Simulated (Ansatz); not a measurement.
Nb5Si3, pressure series

Consider Nb5Si3 (space group I4/mcm, No. 140).

```
CELL_PARAMETERS angstrom
     -3.27432     3.27432     5.90315
      3.27432    -3.27432     5.90315
      3.27432     3.27432    -5.90315
ATOMIC_POSITIONS crystal
  Nb 0.01690 0.18471 0.50000
  Nb 0.98310 0.81529 0.50000
  Nb 0.18471 0.68471 0.16781
  Nb 0.81529 0.31529 0.83219
  Nb 0.68471 0.51690 0.50000
  Nb 0.31529 0.48310 0.50000
  Nb 0.51690 0.01690 0.83219
  Nb 0.48310 0.98310 0.16781
  Nb 0.50000 0.50000 0.00000
  Nb 0.00000 0.00000 0.00000
  Si 0.12935 0.62935 0.75870
  Si 0.87065 0.37065 0.24130
  Si 0.62935 0.87065 0.50000
  Si 0.37065 0.12935 0.50000
  Si 0.75000 0.75000 0.00000
  Si 0.25000 0.25000 0.00000
```

Cell and atoms are relaxed at each pressure.

The values are results of Ansatz (a program for electronic structure), PBEsol, PAW, cutoff 420 eV, no spin-orbit coupling, not measurements.

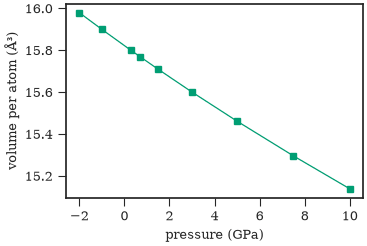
Fig. 1. Volume against pressure

**Question.** Estimate the zero-pressure bulk modulus from the plot.

**Answer.** About 210 GPa; a third-order Birch–Murnaghan fit to the points gives V₀ = 15.82 Å³/atom, B₀ = 207 GPa and B₀′ = 4.2.

Load acts through the strain it causes; cell and atoms are relaxed under it. No phonon test of stability was made. Competing high-pressure phases were not computed. The final runs are not spin-polarised.
